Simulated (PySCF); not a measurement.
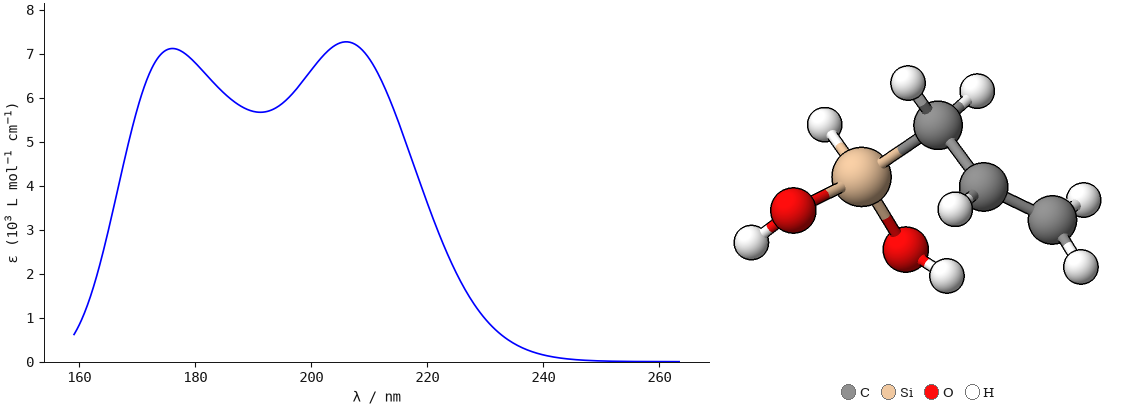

Computed absorption of C₃H₈O₂Si, SMILES C=CC[SiH](O)O. Vertical TDDFT excitations, LDA/def2-SVPD in PySCF, at a PBE0-D3(BJ)/def2-SVP geometry (no frequency check), gas phase. Only the first 10 singlet excitations are included; each is broadened by a Gaussian of 1/e half-width 0.40 eV.

Question: Does any vertical transition fall in the visible?

Answer: No singlet lies below 3.1 eV (beyond 400 nm), so at this level no vertical transition falls in the visible.

Question: Which of the computed transitions is the brightest, and what character does the calculation give it?

Answer: S1 at 5.91 eV (210 nm), f = 0.079, mainly HOMO → LUMO+1 (56 %).

Question: Where is the maximum of the broadened curve, and how high is it?

Answer: At about 6.0 eV (206 nm), with ε near 7300 L mol⁻¹ cm⁻¹.

Note: states above the negative HOMO energy depend on the basis; one conformer of a flexible molecule; core orbitals are frozen in the response.
